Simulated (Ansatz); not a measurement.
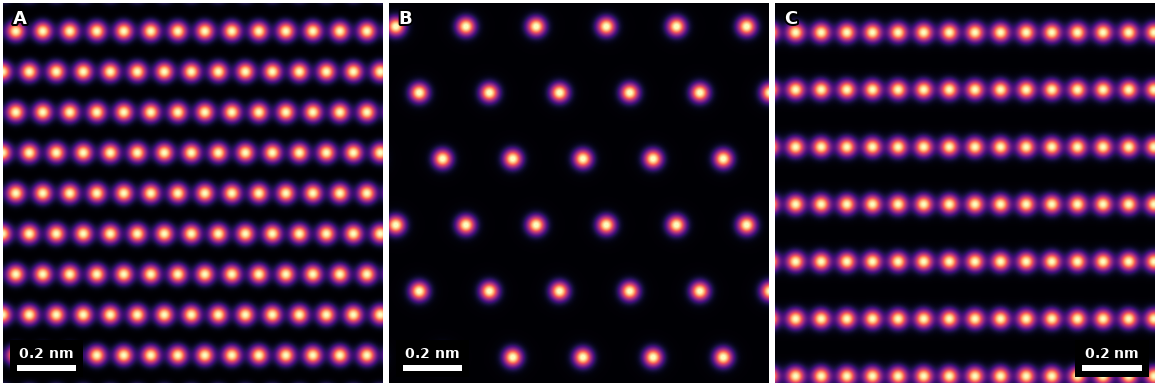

Three views of Pt (Fm-3m, No. 225) along different zone axes. Simulated incoherent Z contrast: every atom adds Z^1.7 spread by a probe of 0.50 Å full width; channelling and multiple scattering are left out. The probe carries 15 % of its weight in a tail 2.5 times as wide. Model: the geometry given to an electronic-structure calculation, possibly off equilibrium.

```
Pt
1.0
     3.92000    0.00000    0.00000
     0.00000    3.92000    0.00000
     0.00000    0.00000    3.92000
Pt
4
Direct
  0.00000 0.00000 0.00000
  0.00000 0.50000 0.50000
  0.50000 0.00000 0.50000
  0.50000 0.50000 0.00000
```

Match the panels to the zone axes [110], [210] and [221].

Answer. A is [221]: projected cell 0.92 × 1.46 Å, 108°, plane group c2mm. B is [110]: projected cell 2.40 × 2.40 Å, 109°, plane group c2mm. C is [210]: projected cell 0.88 × 1.96 Å, 90°, plane group p2mm.
